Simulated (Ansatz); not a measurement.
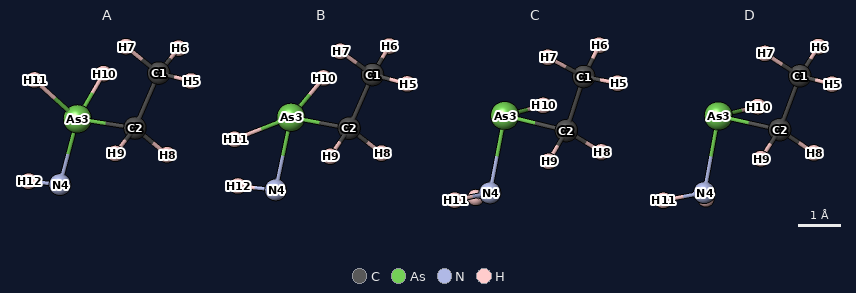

4 geometries from a converged minimum-energy path of C2H8AsN, shuffled. The picture is a ball-and-stick view, seen from a free direction.

Method: Ansatz 0.2.0, RKS PBE-D4/def2-SVP. Set-up: 9 movable images; climbing image; force threshold 0.05 eV/Å; iteration limit 54; starting path through a guess of the saddle point.

**Which frame is the transition state?**

B. In order along the path, whose images run from 0 to 10: D (image 3, +1.6 kcal/mol), C (image 4, +2.7 kcal/mol), B (image 7, +83.9 kcal/mol), A (image 10, +44.1 kcal/mol). A hydrogen atom shifts from one atom to another. Breaking: N4–H11 (1.03 → 1.87 at the top → 2.88 Å). Forming: As3–H11 (2.43 → 1.55 at the top → 1.56 Å).

Cost: 3.6 min on 2 threads of Arm Neoverse V1 (shared host), peak memory 0.16 GiB.
